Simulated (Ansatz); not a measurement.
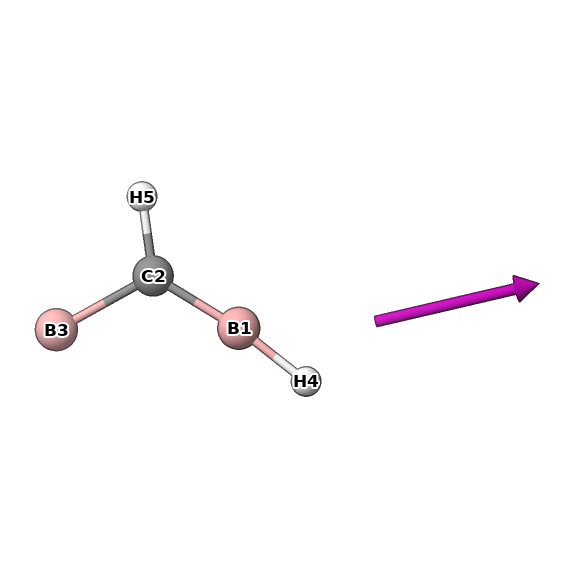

The arrow beside the molecule shows the direction of the dipole moment, from the negative to the positive end (its length means nothing). Computed geometry: PBE0-D4/def2-TZVP optimisation. No frequency run is at hand to confirm it as a minimum. Properties computed with RKS PBE0-D4/def2-TZVP (Ansatz 0.2.0).

**Estimate the dipole moment.**

3.81 D; it points from the side of B3 to the side of H4 (the outermost atoms at the two ends).
